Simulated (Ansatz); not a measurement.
**W, pressure series**

Start from W in the bcc (W type) structure (space group Im-3m, No. 229; a = 3.1837 Å).

Cell and atoms are relaxed at each pressure.

Levels (all Ansatz, a quantum-chemistry and plane-wave program, PAW, earlier PAW set): PBE (420 eV, spin-orbit coupling left out); r2SCAN (500 eV, spin-orbit coupling left out).

The base cell above is that of PBE; each level relaxes its own structures.

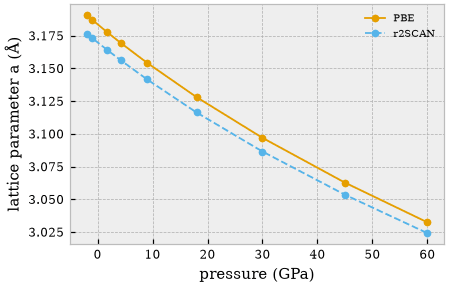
Figure. Lattice parameter a under two levels

How do the two levels compare along the series?

PBE lies above r2SCAN in every row, by 0.008 Å to 0.014 Å. They put the cases in the same order.

Load acts through the strain it causes; cell and atoms are relaxed under it. No phonon test of stability was made. Competing high-pressure phases were not computed. All final runs are without spin polarisation.
